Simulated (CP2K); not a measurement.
# GFN2-xTB run of CH4BFO2 (SMILES COB(O)F)

What is the vertical ionisation energy of CH4BFO2 at GFN2-xTB? 

Program for the calculation: CP2K 2026.2.

3 further runs of the same task are left out: 1 that didn't finish, 2 set aside as unsound or not needed.

## Step 1: Starting point

CH4BFO2 has 9 atoms, charge 0, and is taken as a singlet. As SMILES, `COB(O)F`. The coordinates come from a PBE0-D4/def2-TZVP relaxation. This is one conformer, not always the lowest.

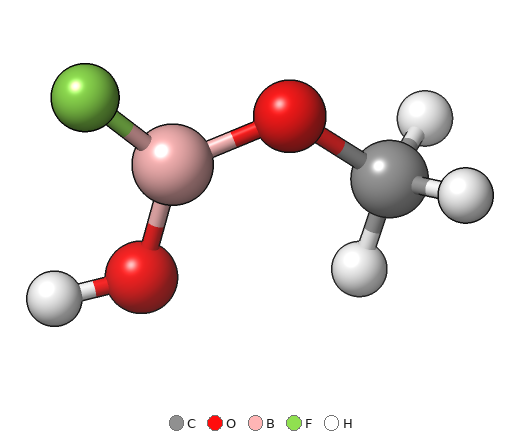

The structure, seen from a chosen angle (carbon grey, oxygen red, boron pink, fluorine green, hydrogen white).

## Step 2: A single-point energy at GFN2-xTB

molecule.inp

```
&GLOBAL
  PROJECT_NAME molecule
  RUN_TYPE ENERGY
  PRINT_LEVEL MEDIUM
&END GLOBAL

&FORCE_EVAL
  METHOD Quickstep
  &DFT
    &QS
      METHOD XTB
      EPS_DEFAULT 1.0E-10
      &XTB
        GFN_TYPE TBLITE
        &TBLITE
          METHOD GFN2
        &END TBLITE
        CHECK_ATOMIC_CHARGES F
      &END XTB
    &END QS
    # cluster boundary conditions
    &POISSON
      PERIODIC NONE
      POISSON_SOLVER ANALYTIC
    &END POISSON
    # self-consistent field
    &SCF
      SCF_GUESS ATOMIC
      EPS_SCF 1.0E-06
      MAX_SCF 150
      ADDED_MOS 2
      &DIAGONALIZATION
        ALGORITHM STANDARD
      &END DIAGONALIZATION
      &MIXING
        METHOD DIRECT_P_MIXING
        ALPHA 0.4
      &END MIXING
      &SMEAR ON
        METHOD FERMI_DIRAC
        ELECTRONIC_TEMPERATURE [K] 300
      &END SMEAR
    &END SCF
    &PRINT
      &MOMENTS
        PERIODIC F
        REFERENCE COM
        MAX_MOMENT 1
      &END MOMENTS
      &MO ON
        ENERGIES T
        OCCUPATION_NUMBERS T
        NDIGITS 6
        &EACH
          QS_SCF 0
        &END EACH
        ADD_LAST NUMERIC
      &END MO
      &HIRSHFELD OFF
      &END HIRSHFELD
    &END PRINT
  &END DFT
  # structure
  &SUBSYS
    &CELL
      ABC 19.3 19 20
      PERIODIC NONE
    &END CELL
    &COORD
      C      9.067600    10.072850     8.539750
      O      9.229900    10.271150     9.930250
      B     10.037300     9.496450    10.675150
      O     10.757300     8.467250    10.150350
      F     10.118400     9.769250    11.980950
      H      8.015400     9.866750     8.334250
      H      9.676200     9.243850     8.174450
      H      9.353800    10.988550     8.019050
      H     11.284600     8.011450    10.809650
    &END COORD
  &END SUBSYS
&END FORCE_EVAL
```

Run with:

```bash
$ OMP_NUM_THREADS=1 cp2k.psmp -i molecule.inp > molecule.out 2>&1
```

Log:

```text
CP2K| version string:                                       CP2K version 2026.2
[...]
 GLOBAL| Method name                                                        CP2K
[...]
 GLOBAL| Run type                                                         ENERGY
[...]
                             - Atoms:                                          9
[...]
                             - Spherical basis functions:                     24
[...]
 Number of electrons:                                                         30
[...]
  *** SCF run converged in    15 steps ***
[...]
  Fermi energy:                                                -0.18713686949126
[...]
 TB_DIPOLE| Moment [Debye]          0.35627933      -0.97257470      -1.89111295
 TB_DIPOLE| Derivative [a.u.]       0.00000000       0.00000000       0.00000000
[...]
 ENERGY| Total FORCE_EVAL ( QS ) energy [hartree]            -18.410561733056614
[...]
```

Run time: 1.9 s. Hardware: 1 thread of Intel Xeon at 2.50GHz (Skylake/Cascade Lake), shared host; peak memory 0.19 GiB.

## Step 3: The doublet cation, same level

qs.inp

```
&GLOBAL
  PROJECT qs
  RUN_TYPE ENERGY
  PRINT_LEVEL MEDIUM
&END GLOBAL
&FORCE_EVAL
  METHOD QS
  &DFT
    CHARGE 1
    MULTIPLICITY 2
    UKS T
    &QS
      METHOD XTB
      EPS_DEFAULT 1.0E-10
      &XTB
        GFN_TYPE TBLITE
        &TBLITE
          METHOD GFN2
        &END TBLITE
        CHECK_ATOMIC_CHARGES F
      &END XTB
    &END QS
    &POISSON
      PERIODIC NONE
      POISSON_SOLVER ANALYTIC
    &END POISSON
    &SCF
      SCF_GUESS ATOMIC
      EPS_SCF 1.0E-06
      MAX_SCF 150
      ADDED_MOS 2
      &DIAGONALIZATION
        ALGORITHM STANDARD
      &END DIAGONALIZATION
      &MIXING
        METHOD DIRECT_P_MIXING
        ALPHA 0.4
      &END MIXING
      &SMEAR ON
        METHOD FERMI_DIRAC
        ELECTRONIC_TEMPERATURE [K] 300
        FIXED_MAGNETIC_MOMENT 1.0
      &END SMEAR
    &END SCF
    &PRINT
      &MOMENTS
        PERIODIC F
        REFERENCE COM
        MAX_MOMENT 1
      &END MOMENTS
      &MO ON
        ENERGIES T
        OCCUPATION_NUMBERS T
        NDIGITS 6
        &EACH
          QS_SCF 0
        &END EACH
        ADD_LAST NUMERIC
      &END MO
      &HIRSHFELD OFF
      &END HIRSHFELD
    &END PRINT
  &END DFT
  &SUBSYS
    &CELL
      ABC 19.3 19 20
      PERIODIC NONE
    &END CELL
    &COORD
      C      9.067600    10.072850     8.539750
      O      9.229900    10.271150     9.930250
      B     10.037300     9.496450    10.675150
      O     10.757300     8.467250    10.150350
      F     10.118400     9.769250    11.980950
      H      8.015400     9.866750     8.334250
      H      9.676200     9.243850     8.174450
      H      9.353800    10.988550     8.019050
      H     11.284600     8.011450    10.809650
    &END COORD
  &END SUBSYS
&END FORCE_EVAL
```

Run with:

```bash
$ OMP_NUM_THREADS=1 cp2k.psmp -i qs.inp -o qs.out
```

Log:

```text
CP2K| version string:                                       CP2K version 2026.2
[...]
 GLOBAL| Method name                                                        CP2K
[...]
 GLOBAL| Run type                                                         ENERGY
[...]
                             - Atoms:                                          9
[...]
                             - Spherical basis functions:                     24
[...]
 Number of electrons:                                                         15
[...]
  *** SCF run converged in    19 steps ***
[...]
  Fermi energy:                                                -0.56000985508724
[...]
 TB_DIPOLE| Moment [Debye]         -1.28573764      -0.11156600      -5.85417768
 TB_DIPOLE| Derivative [a.u.]       0.00000000       0.00000000       0.00000000
[...]
 ENERGY| Total FORCE_EVAL ( QS ) energy [hartree]            -17.843889373533496
[...]
```

It took 1.8 s on 1 thread of Intel Xeon at 2.50GHz (Skylake/Cascade Lake), shared host; peak memory 0.19 GiB.

## Step 4: Outcome

Level: GFN2-xTB.

| quantity | value |
| --- | --- |
| singlet CH4BFO2: total energy | -18.41056 Eh |
| singlet CH4BFO2: dipole moment (from atomic charges alone) | 2.16 D |
| singlet CH4BFO2: HOMO energy | -12.07 eV |
| singlet CH4BFO2: LUMO energy | -4.20 eV |
| singlet CH4BFO2: HOMO–LUMO gap | 7.88 eV |
| singlet CH4BFO2: dispersion energy | -8.93 kJ/mol |
| doublet cation: total energy | -17.84389 Eh |
| doublet cation: HOMO energy (highest over α and β) | -18.85 eV |
| doublet cation: LUMO energy (lowest over α and β) | -18.73 eV |
| doublet cation: dispersion energy | -7.28 kJ/mol |
| vertical ionisation energy (to the doublet cation) | 15.420 eV |

The vertical ionisation energy comes to 15.42 eV (356 kcal/mol). xTB total energies overstate such differences by several eV unless an empirical shift is taken off; none is applied here. The dipole (singlet CH4BFO2) comes from point charges on the atoms alone, without atomic dipoles, so it is partial.
